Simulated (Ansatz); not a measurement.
# Cl3HSn: molecular dynamics

The plan is to follow the molecule's vibrations and see whether its bonds hold. The start is relaxed first. Runs: 40 steps of 2.5 fs under a Langevin thermostat at 2000 K; 150 steps of 0.25 fs under a Langevin thermostat at 700 K. SMILES of the start: [Cl][SnH]([Cl])[Cl].

All numbers below are computed with Ansatz 0.2.0 (RKS B3LYP/def2-SVP).

### 1 The structure to begin with

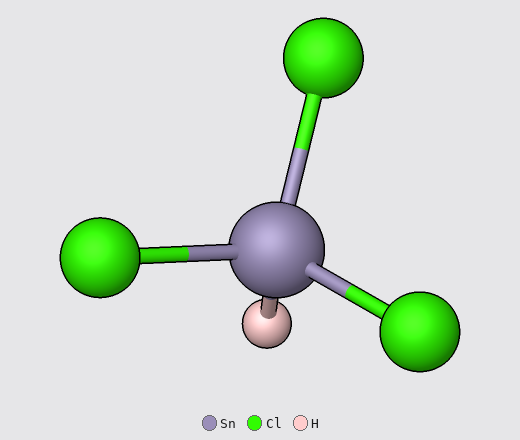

The starting structure, seen from a chosen angle (tin purple, chlorine green, hydrogen pink).

Coordinates:

```xyz
5

Sn    0.0000    0.0000    0.0000
Cl    0.0000    0.0000    2.4100
Cl    2.2726    0.0000   -0.8025
H    -0.8195    1.4198   -0.5794
Cl   -1.1351   -1.9666   -0.8025
```

### 2 Preparing the start

input.yaml

```yaml
crystal:
  periodic: [false, false, false]
  atoms:
    - { symbol: Sn, position_ang: [0.0, 0.0, 0.0] }
    - { symbol: Cl, position_ang: [0.0, 0.0, 2.41] }
    - { symbol: Cl, position_ang: [2.2726, 0.0, -0.8025] }
    - { symbol: H, position_ang: [-0.8195, 1.4198, -0.5794] }
    - { symbol: Cl, position_ang: [-1.1351, -1.9666, -0.8025] }
basis:
  gaussian: { orbitals: def2-SVP }
hamiltonian:
  xc: b3lyp
relax:
  f_tol: 0.02
  max_steps: 40
output:
  orbitals: {}
```

The run is started by

```sh
$ ansatz run input.yaml --threads 1 --pin off --max-ram 2048MiB --backend cpu --events-out ev --progress --plain --runs-dir out
```

Log, cut to the lines that bear on the results:

```text
Warning: RAYON_NUM_THREADS=1 ignored (pool sized by the plan → 1); use --threads N
[...]
Functional definition: B3LYP
[...]
929 factors; integrals over basis functions are off by at most 3.1e-4 eV
[...]
mean field -43410.10826417 eV, -1595.2920542800 hartree, gradient 2.9e-5 eV, S^2 0.000000; 0 other end points of the search recorded, 0 dependent functions left out
[...]
reference -43410.10851145 eV, -1595.2920633674 hartree; 37, 37 occupied and 48, 48 virtual orbitals, 929 factors
relax step   1: F+E_penalty+E_count = -43410.10826417 eV  Δ(F+E_penalty+E_count) = +0.000e0 eV  max|allowed force component| = 8.137e-1 eV/Å  Δτ_max = 0.0000 Å  (23 SCF iters, accepted)
[...]
relax step   5: F+E_penalty+E_count = -43410.19610606 eV  Δ(F+E_penalty+E_count) = +3.241e-3 eV  max|allowed force component| = 2.174e-1 eV/Å  Δτ_max = 0.0245 Å  (26 SCF iters, rejected (line search))
relax step   6: F+E_penalty+E_count = -43410.19934688 eV  Δ(F+E_penalty+E_count) = +0.000e0 eV  max|allowed force component| = 8.218e-3 eV/Å  Δτ_max = 0.0000 Å  (26 SCF iters, accepted)
929 factors; integrals over basis functions are off by at most 2.9e-4 eV
mean field -43410.19934688 eV, -1595.2954015079 hartree, gradient 1.6e-5 eV, S^2 0.000000; 1 other end points of the search recorded, 0 dependent functions left out
[...]
reference -43410.19959217 eV, -1595.2954105220 hartree; 37, 37 occupied and 48, 48 virtual orbitals, 929 factors
Total energy: -43410.19959217 eV, -1595.2954105220 hartree
Atom 0 at    -0.014043     0.024856    -0.009724 Å, force     0.005609    -0.008218     0.003510 eV/Å
Atom 1 at     0.017787    -0.030503     2.338299 Å, force    -0.000006    -0.000406    -0.002645 eV/Å
Atom 2 at     2.210450    -0.030432    -0.761880 Å, force    -0.002037    -0.000494     0.000988 eV/Å
Atom 3 at    -0.818194     1.418605    -0.578826 Å, force    -0.004795     0.007090    -0.002945 eV/Å
Atom 4 at    -1.077999    -1.929327    -0.762269 Å, force     0.001229     0.002029     0.001091 eV/Å
Dipole moment:    -0.205310     0.355221    -0.145128 e Å
```

Wall time 20 s (1 thread of Arm Neoverse V2, shared host); peak memory 0.2 GiB.

Step by step:

```
step  energy from step 1 (eV)  largest force component (eV/Å)
   1                   0.0000                          0.8137
   2                  -0.0677                          0.4738
   3                  -0.0892                          0.0832
   4                  -0.0911                          0.0082
  5x                  -0.0878                          0.2174
   6                  -0.0911                          0.0082
```

Step 1 is the start. 1 step was tried and not accepted (5; marked x where the table lists them).

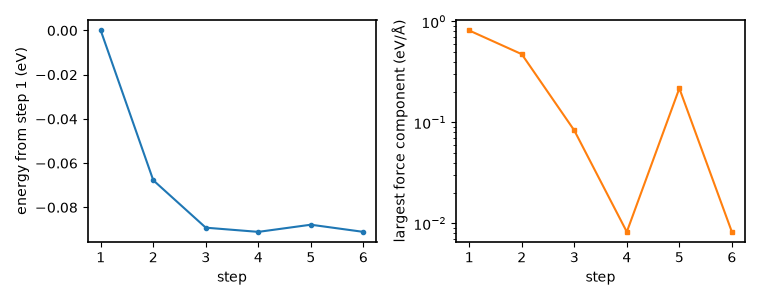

Energy and largest force along the relaxation.

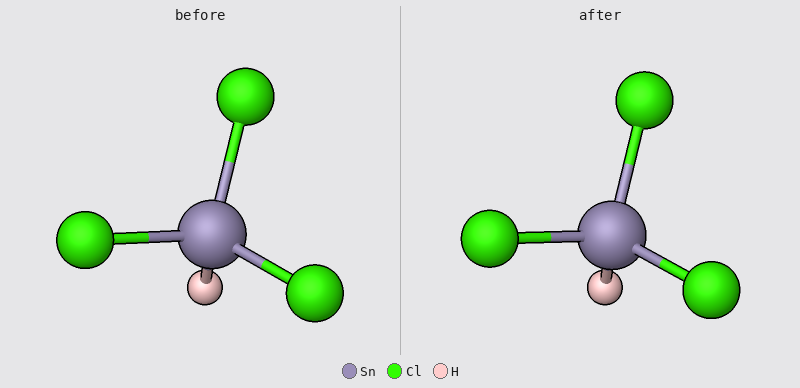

Before and after, at one scale.

After: Bond lengths: Sn1–Cl2 2.349 Å, Sn1–Cl3 2.349 Å, Sn1–H4 1.707 Å, Sn1–Cl5 2.349 Å. Angles: Cl2–Sn1–Cl3 107.9°, Cl2–Sn1–H4 111.0°, Cl2–Sn1–Cl5 107.9°, Cl3–Sn1–H4 111.0°, Cl3–Sn1–Cl5 107.9°, H4–Sn1–Cl5 111.0°.

### 3 Run 1

40 steps of 2.5 fs under a Langevin thermostat at 2000 K, from the relaxed start.

input.yaml

```yaml
crystal:
  periodic: [false, false, false]
  atoms:
    - { symbol: Sn, position_ang: [-0.014043, 0.024856, -0.009724] }
    - { symbol: Cl, position_ang: [0.017787, -0.030503, 2.338299] }
    - { symbol: Cl, position_ang: [2.21045, -0.030432, -0.76188] }
    - { symbol: H, position_ang: [-0.818194, 1.418605, -0.578826] }
    - { symbol: Cl, position_ang: [-1.077999, -1.929327, -0.762269] }
basis:
  gaussian: { orbitals: def2-SVP }
hamiltonian:
  xc: b3lyp
md:
  timestep: 2.5
  n_steps: 40
  ensemble: nvt_langevin
  temperature: 2000.0
  initial_velocities: maxwell_boltzmann
  seed: 62109
  friction: 0.02
```

The run is started by

```sh
$ ansatz run input.yaml --threads 1 --pin off --max-ram 2048MiB --backend cpu --events-out ev --progress --plain --runs-dir out
```

Log, cut to the lines that bear on the results:

```text
Warning: RAYON_NUM_THREADS=1 ignored (pool sized by the plan → 1); use --threads N
[...]
Functional definition: B3LYP
[...]
929 factors; integrals over basis functions are off by at most 2.9e-4 eV
[...]
mean field -43410.19934688 eV, -1595.2954015081 hartree, gradient 4.5e-5 eV, S^2 0.000000; 0 other end points of the search recorded, 0 dependent functions left out
[...]
reference -43410.19959217 eV, -1595.2954105223 hartree; 37, 37 occupied and 48, 48 virtual orbitals, 929 factors
md step     0: t =     0.00 fs  T =  1600.0 K  F+E_penalty+E_count = -43410.19934688 eV  E_kin = 1.034080 eV  (23 SCF iters)
[...]
md step    10: t =    25.00 fs  T =   573.1 K  F+E_penalty+E_count = -43409.16011052 eV  E_kin = 0.370377 eV  (27 SCF iters)
[...]
md step    20: t =    50.00 fs  T =   933.0 K  F+E_penalty+E_count = -43409.62072554 eV  E_kin = 0.602986 eV  (28 SCF iters)
[...]
md step    30: t =    75.00 fs  T =  1119.5 K  F+E_penalty+E_count = -43409.82611978 eV  E_kin = 0.723521 eV  (28 SCF iters)
[...]
md step    39: t =    97.50 fs  T =   630.2 K  F+E_penalty+E_count = -43409.93301690 eV  E_kin = 0.407268 eV  (27 SCF iters)
[...]
md step    40: t =   100.00 fs  T =   687.7 K  F+E_penalty+E_count = -43409.89009528 eV  E_kin = 0.444491 eV  (24 SCF iters)
Total energy: -43409.89033856 eV, -1595.2840456618 hartree
Atom 0 at     0.014698     0.071404    -0.075291 Å, force    -0.098816    -1.625822    -1.641607 eV/Å
Atom 1 at     0.112306     0.493232     2.115205 Å, force     0.010825     0.703639     1.914837 eV/Å
Atom 2 at     2.261643     0.053562    -0.794750 Å, force    -0.023355    -0.179007     0.024694 eV/Å
Atom 3 at    -0.758166     0.920389    -1.284977 Å, force    -0.392514     0.566311    -0.146712 eV/Å
Atom 4 at    -1.154007    -2.048383    -0.041219 Å, force     0.503861     0.534878    -0.151212 eV/Å
Dipole moment:    -0.196299     0.436847    -0.133052 e Å
```

Wall time 2.4 min (1 thread of Arm Neoverse V2, shared host); peak memory 0.19 GiB.

### 4 What the atoms did

The trajectory, every 2 steps (energies from step 0):

```
time (fs)  T (K)  potential energy change (meV/atom)
      0.0   1600                                 0.0
      5.0   1415                                17.2
     10.0    962                                68.9
     15.0   1498                               107.1
     20.0   1544                               140.2
     25.0    573                               207.8
     30.0   1194                               137.9
     35.0   1772                               137.0
     40.0   1904                               101.0
     45.0   1012                               112.0
     50.0    933                               115.7
     55.0    692                               123.1
     60.0    766                               145.8
     65.0    643                               109.9
     70.0   1142                                84.7
     75.0   1119                                74.6
     80.0   1403                                39.8
     85.0   1054                                25.7
     90.0   1296                                31.6
     95.0    519                                46.2
    100.0    688                                61.9
```

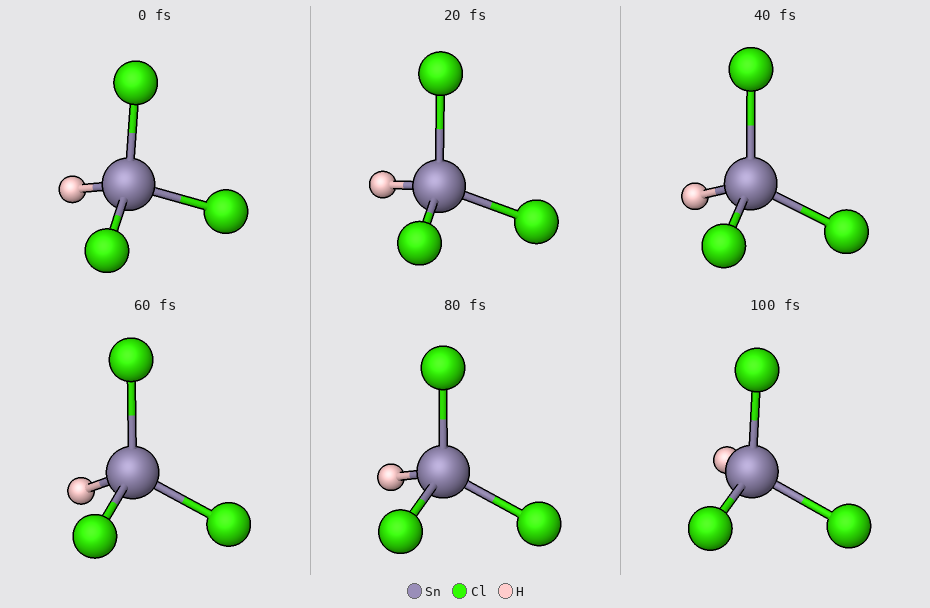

Six frames of the run, seen from a free direction. Sticks join atoms within a bonding distance in each frame.

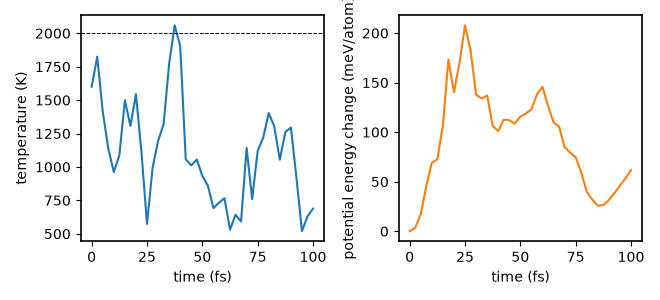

Time series of the run, each on its own scale. The dashed line is the set temperature.

### 5 Snapshots as a file

Positions (Å) and forces (eV/Å):

```xyz
5
time_fs=12.5 T=1087 dE=0.3635
Sn   -0.043    0.005    0.032    1.121    0.727   -3.324
Cl    0.072   -0.044    2.232    0.115   -0.138    2.780
Cl    2.309    0.071   -0.808   -1.388   -0.212    0.447
H    -0.675    1.548   -0.514   -0.003   -0.629    0.095
Cl   -1.185   -1.936   -0.686    0.155    0.251    0.001
5
time_fs=25.0 T=573 dE=1.0392
Sn   -0.049    0.023    0.053    0.273    1.559   -6.037
Cl    0.061   -0.031    2.185    0.308   -0.052    4.739
Cl    2.347    0.131   -0.854   -1.779   -0.244    0.624
H    -0.861    1.654   -0.646    0.774   -1.806    0.717
Cl   -1.277   -1.963   -0.516    0.424    0.543   -0.042
5
time_fs=37.5 T=2060 dE=0.5314
Sn   -0.033    0.045    0.032    1.418   -1.120   -2.140
Cl    0.039    0.083    2.266    0.287    0.072    2.024
Cl    2.365    0.168   -0.916   -1.957   -0.263    0.724
H    -0.865    1.370   -0.501   -0.382    0.689   -0.476
Cl   -1.332   -1.956   -0.360    0.634    0.621   -0.133
5
time_fs=50.0 T=933 dE=0.5786
Sn   -0.042    0.040   -0.005    1.185   -0.747    0.648
Cl    0.035    0.234    2.388    0.224   -0.051   -0.615
Cl    2.391    0.205   -0.877   -2.133   -0.255    0.621
H    -1.142    1.229   -0.437   -0.041    0.530   -0.488
Cl   -1.360   -1.975   -0.261    0.764    0.524   -0.166
5
time_fs=62.5 T=531 dE=0.6337
Sn   -0.082    0.025   -0.022    0.604    0.453    0.668
Cl    0.048    0.332    2.409    0.029   -0.112   -1.181
Cl    2.400    0.165   -0.793   -2.178   -0.248    0.494
H    -1.200    1.286   -0.663    0.858   -0.616    0.166
Cl   -1.362   -2.012   -0.205    0.686    0.523   -0.147
5
time_fs=75.0 T=1119 dE=0.3732
Sn   -0.075    0.019   -0.047    0.596    1.158    0.691
Cl    0.074    0.420    2.347   -0.034   -0.152   -0.911
Cl    2.327    0.143   -0.740   -1.635   -0.268    0.246
H    -1.087    1.362   -0.717    0.728   -0.867    0.199
Cl   -1.281   -2.012   -0.164    0.346    0.128   -0.224
5
time_fs=87.5 T=1260 dE=0.1320
Sn   -0.016    0.047   -0.067   -0.468   -0.391   -0.303
Cl    0.121    0.464    2.206   -0.043    0.192    0.532
Cl    2.238    0.096   -0.741   -0.046   -0.272   -0.138
H    -0.816    1.274   -0.972   -0.018   -0.207    0.111
Cl   -1.233   -2.043   -0.119    0.575    0.677   -0.201
5
time_fs=100.0 T=688 dE=0.3093
Sn    0.015    0.071   -0.075   -0.099   -1.626   -1.642
Cl    0.112    0.493    2.115    0.011    0.704    1.915
Cl    2.262    0.054   -0.795   -0.023   -0.179    0.025
H    -0.758    0.920   -1.285   -0.393    0.566   -0.147
Cl   -1.154   -2.048   -0.041    0.504    0.535   -0.151
```

On run 1: Against a set 2000 K the second half averages 908 K with a spread of 276 K; 78 meV/atom has gone into potential energy, and a thermostat that acts over some 50 fs has not made it up in 100 fs. A step of 2.5 fs is long for atoms as light as 1 u, and this run prints no conserved energy by which to check it. No bond forms or breaks.

### 6 Run 2

150 steps of 0.25 fs under a Langevin thermostat at 700 K, starting from the last frame of an earlier run, with new velocities.

input.yaml

```yaml
crystal:
  periodic: [false, false, false]
  atoms:
    - { symbol: Sn, position_ang: [0.014698, 0.071404, -0.075291] }
    - { symbol: Cl, position_ang: [0.112306, 0.493232, 2.115205] }
    - { symbol: Cl, position_ang: [2.261643, 0.053562, -0.79475] }
    - { symbol: H, position_ang: [-0.758166, 0.920389, -1.284977] }
    - { symbol: Cl, position_ang: [-1.154007, -2.048383, -0.041219] }
basis:
  gaussian: { orbitals: def2-SVP }
hamiltonian:
  xc: b3lyp
md:
  timestep: 0.25
  n_steps: 150
  ensemble: nvt_langevin
  temperature: 700.0
  initial_velocities: maxwell_boltzmann
  seed: 513746
  friction: 0.005
```

The run is started by

```sh
$ ansatz run input.yaml --threads 1 --pin off --max-ram 2048MiB --backend cpu --events-out ev --progress --plain --runs-dir out
```

Log, cut to the lines that bear on the results:

```text
Warning: RAYON_NUM_THREADS=1 ignored (pool sized by the plan → 1); use --threads N
[...]
Functional definition: B3LYP
[...]
926 factors; integrals over basis functions are off by at most 3.4e-4 eV
[...]
mean field -43409.89011908 eV, -1595.2840375958 hartree, gradient 1.7e-5 eV, S^2 0.000000; 0 other end points of the search recorded, 0 dependent functions left out
[...]
reference -43409.89036076 eV, -1595.2840464775 hartree; 37, 37 occupied and 48, 48 virtual orbitals, 926 factors
md step     0: t =     0.00 fs  T =   560.0 K  F+E_penalty+E_count = -43409.89011908 eV  E_kin = 0.361928 eV  (23 SCF iters)
[...]
md step    19: t =     4.75 fs  T =   588.0 K  F+E_penalty+E_count = -43409.90364978 eV  E_kin = 0.380004 eV  (22 SCF iters)
[...]
md step    38: t =     9.50 fs  T =   524.4 K  F+E_penalty+E_count = -43409.93933903 eV  E_kin = 0.338951 eV  (19 SCF iters)
[...]
md step    57: t =    14.25 fs  T =   544.8 K  F+E_penalty+E_count = -43410.00657749 eV  E_kin = 0.352101 eV  (22 SCF iters)
[...]
md step    74: t =    18.50 fs  T =   701.3 K  F+E_penalty+E_count = -43410.05907748 eV  E_kin = 0.453245 eV  (22 SCF iters)
md step    75: t =    18.75 fs  T =   726.5 K  F+E_penalty+E_count = -43410.06199525 eV  E_kin = 0.469550 eV  (22 SCF iters)
```

### 7 More of the same log: dynamics from the last frame of an earlier run

The log, continued, cut to the lines that bear on the results:

```text
md step    76: t =    19.00 fs  T =   719.1 K  F+E_penalty+E_count = -43410.06455911 eV  E_kin = 0.464736 eV  (22 SCF iters)
[...]
md step    94: t =    23.50 fs  T =   659.3 K  F+E_penalty+E_count = -43410.06330434 eV  E_kin = 0.426102 eV  (21 SCF iters)
[...]
md step   112: t =    28.00 fs  T =   647.3 K  F+E_penalty+E_count = -43410.02451648 eV  E_kin = 0.418346 eV  (24 SCF iters)
[...]
md step   130: t =    32.50 fs  T =   574.1 K  F+E_penalty+E_count = -43409.95907541 eV  E_kin = 0.371013 eV  (21 SCF iters)
[...]
md step   148: t =    37.00 fs  T =   396.0 K  F+E_penalty+E_count = -43409.92055484 eV  E_kin = 0.255939 eV  (19 SCF iters)
[...]
md step   149: t =    37.25 fs  T =   391.2 K  F+E_penalty+E_count = -43409.91985411 eV  E_kin = 0.252810 eV  (19 SCF iters)
[...]
md step   150: t =    37.50 fs  T =   396.7 K  F+E_penalty+E_count = -43409.91928104 eV  E_kin = 0.256373 eV  (24 SCF iters)
Total energy: -43409.91952456 eV, -1595.2851182274 hartree
Atom 0 at    -0.008674     0.063887    -0.088798 Å, force     0.082301     0.985711     2.032009 eV/Å
Atom 1 at     0.158311     0.670242     2.298947 Å, force     0.040548    -0.279124    -1.060397 eV/Å
Atom 2 at     2.203255    -0.042740    -0.857285 Å, force    -0.113389     0.002502    -0.207869 eV/Å
Atom 3 at    -0.997225     1.409473    -0.545640 Å, force     0.163772    -0.457680    -0.436257 eV/Å
Atom 4 at    -0.875877    -2.085545     0.088673 Å, force    -0.173232    -0.251408    -0.327486 eV/Å
Dipole moment:    -0.268565     0.184871    -0.559792 e Å
```

Wall time 7.7 min (1 thread of Arm Neoverse V2, shared host); peak memory 0.19 GiB.

### 8 Frames and traces

One step in 6; energies are changes from step 0:

```
time (fs)  T (K)  potential energy change (meV/atom)
      0.0    560                                 0.0
      1.5    504                                 0.7
      3.0    543                                -0.9
      4.5    584                                -2.5
      6.0    562                                -3.6
      7.5    573                                -5.1
      9.0    495                                -8.4
     10.5    529                               -12.9
     12.0    534                               -17.6
     13.5    547                               -21.6
     15.0    564                               -24.8
     16.5    575                               -28.2
     18.0    652                               -32.4
     19.5    730                               -35.7
     21.0    690                               -36.3
     22.5    687                               -35.5
     24.0    659                               -34.2
     25.5    706                               -32.2
     27.0    654                               -29.3
     28.5    655                               -25.5
     30.0    646                               -21.1
     31.5    579                               -16.6
     33.0    537                               -12.6
     34.5    525                                -9.6
     36.0    456                                -7.2
     37.5    397                                -5.8
```

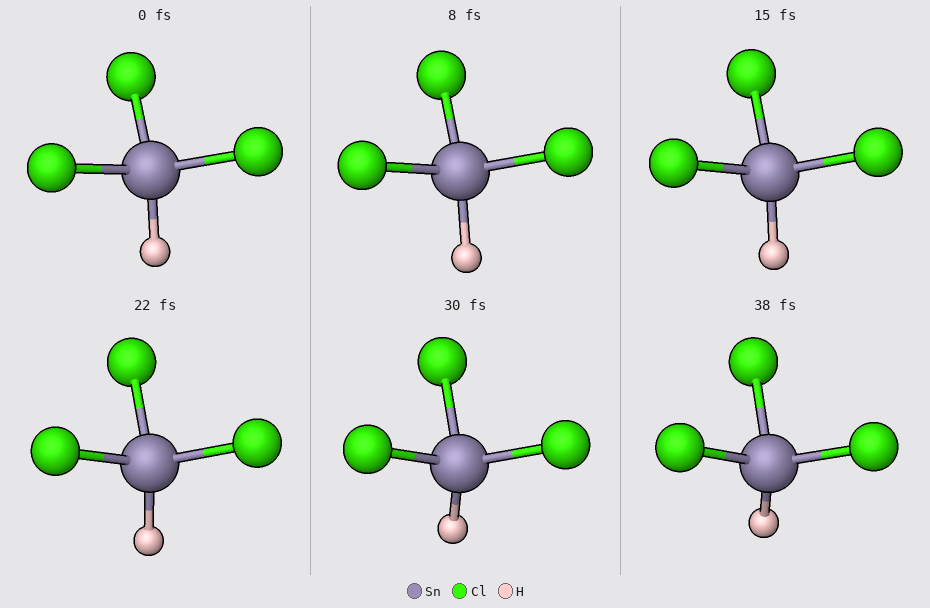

Six frames of the run, seen from a chosen angle. Sticks join atoms within a bonding distance in each frame.

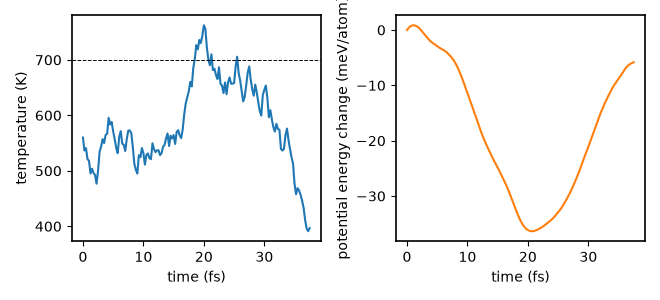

Traces against time; each panel has its own scale. The dashed line is the set temperature.

### 9 Frames from the trajectory

Positions (Å) and forces (eV/Å):

```xyz
5
time_fs=4.8 T=588 dE=-0.0135
Sn    0.005    0.076   -0.083   -0.036   -1.414   -1.488
Cl    0.114    0.516    2.140   -0.053    0.592    1.129
Cl    2.270    0.040   -0.807   -0.222   -0.150    0.140
H    -0.729    0.872   -1.406   -0.193    0.314    0.350
Cl   -1.127   -2.071   -0.025    0.504    0.658   -0.130
5
time_fs=9.5 T=524 dE=-0.0492
Sn   -0.001    0.080   -0.090    0.053   -1.217   -0.976
Cl    0.118    0.544    2.173   -0.096    0.438    0.353
Cl    2.274    0.027   -0.816   -0.390   -0.110    0.185
H    -0.763    0.868   -1.431   -0.049    0.186    0.566
Cl   -1.094   -2.088   -0.009    0.482    0.703   -0.128
5
time_fs=14.0 T=567 dE=-0.1137
Sn   -0.005    0.081   -0.099    0.449   -1.242    0.095
Cl    0.119    0.569    2.203   -0.112    0.281   -0.258
Cl    2.280    0.013   -0.821   -0.539   -0.083    0.190
H    -0.789    0.919   -1.344   -0.234    0.355    0.139
Cl   -1.061   -2.095    0.007    0.435    0.689   -0.166
5
time_fs=18.8 T=727 dE=-0.1719
Sn   -0.005    0.082   -0.107    0.523   -0.894    0.741
Cl    0.124    0.595    2.233   -0.104    0.123   -0.725
Cl    2.281    0.001   -0.827   -0.636   -0.054    0.146
H    -0.860    1.042   -1.213   -0.140    0.217    0.062
Cl   -1.023   -2.095    0.021    0.357    0.609   -0.225
5
time_fs=23.5 T=659 dE=-0.1732
Sn   -0.006    0.080   -0.112    0.189   -0.133    1.077
Cl    0.132    0.620    2.262   -0.070   -0.037   -1.041
Cl    2.272   -0.010   -0.836   -0.638   -0.026    0.063
H    -0.965    1.207   -1.026    0.256   -0.289    0.188
Cl   -0.988   -2.094    0.036    0.264    0.485   -0.287
5
time_fs=28.0 T=647 dE=-0.1344
Sn   -0.007    0.077   -0.109    0.302    0.026    1.707
Cl    0.139    0.640    2.281   -0.020   -0.154   -1.149
Cl    2.255   -0.022   -0.844   -0.567    0.001   -0.022
H    -1.016    1.281   -0.797    0.132   -0.178   -0.213
Cl   -0.953   -2.092    0.052    0.153    0.305   -0.324
5
time_fs=32.8 T=540 dE=-0.0658
Sn   -0.008    0.072   -0.101    0.360    0.226    2.116
Cl    0.149    0.657    2.298    0.021   -0.243   -1.176
Cl    2.229   -0.033   -0.851   -0.363    0.012   -0.119
H    -1.016    1.337   -0.621   -0.029   -0.072   -0.479
Cl   -0.912   -2.090    0.072    0.011    0.079   -0.342
5
time_fs=37.5 T=397 dE=-0.0292
Sn   -0.009    0.064   -0.089    0.082    0.986    2.032
Cl    0.158    0.670    2.299    0.041   -0.279   -1.060
Cl    2.203   -0.043   -0.857   -0.113    0.003   -0.208
H    -0.997    1.409   -0.546    0.164   -0.458   -0.436
Cl   -0.876   -2.086    0.089   -0.173   -0.251   -0.328
```

On run 2: Against a set 700 K the second half averages 613 K, going from 727 to 397 K over that half. No bond forms or breaks.

### 10 Summary of results

```
                               quantity                                    value
                relaxation of the start                  4 moves, 0.091 eV lower
                          run 1: length                       40 steps of 2.5 fs
run 1: temperature, first and last step                           1600 and 688 K
        run 1: temperature, second half           mean 908 K, from 519 to 1403 K
   run 1: potential energy, second half  +78 meV/atom from this run's first step
          run 1: bonds formed or broken                                        0
                          run 2: length                     150 steps of 0.25 fs
run 2: temperature, first and last step                            560 and 397 K
        run 2: temperature, second half            mean 613 K, from 391 to 762 K
   run 2: potential energy, second half  -24 meV/atom from this run's first step
          run 2: bonds formed or broken                                        0
```

Mean temperatures of the second halves: 908 K, 613 K. No bond formed or broke in any run. 38 fs on 5 atoms is far too short and small for converged averages. The nuclei move classically, without zero-point motion, which matters most for hydrogen.
